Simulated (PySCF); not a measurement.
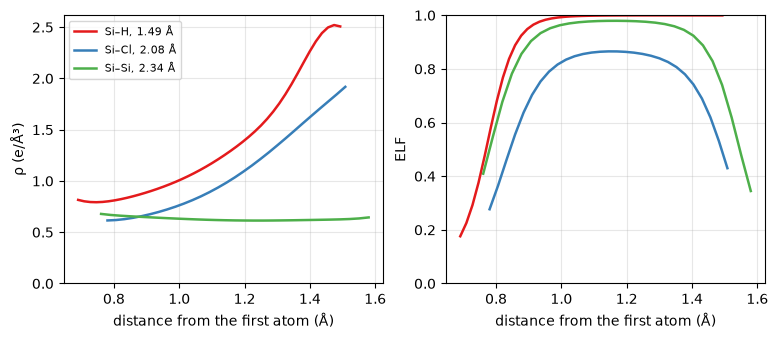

Figure 1: ClH4Si2 (doublet). Total electron density and ELF along straight lines between neighbouring atoms. The curves leave out the atomic cores.

Geometry: PBE0-D3(BJ)/def2-SVP.

These are results of PySCF, UKS B3LYP, IGLO-III on Cl Si, pcH-1 on H, non-relativistic, mean-field spin-orbit, GIAO, not measurements.

```yaml
atoms:
  - { symbol: Si, position_ang: [-1.0987, -0.7138, 0.4444] }
  - { symbol: Si, position_ang: [0.9463, 0.3433, 0.0210] }
  - { symbol: Cl, position_ang: [-2.6603, 0.6013, 0.0437] }
  - { symbol: H, position_ang: [-1.3230, -1.9523, -0.3688] }
  - { symbol: H, position_ang: [1.1010, 1.4882, 0.9663] }
  - { symbol: H, position_ang: [1.0268, 0.8501, -1.3842] }
  - { symbol: H, position_ang: [2.0382, -0.6509, 0.2558] }
```

> Compare the contacts.

Si–H (1.49 Å): ρ is about 0.79 e/Å³ halfway; the ELF climbs to about 1 towards the hydrogen, as it does in any bond to H.
Si–Cl (2.08 Å): the density is about 0.81 e/Å³ at the midpoint; the ELF peaks at about 0.85 between the atoms (a polar covalent bond).
Si–Si (2.34 Å): ρ is about 0.62 e/Å³ halfway; the ELF peaks at about 1 between the atoms; a shared electron pair.
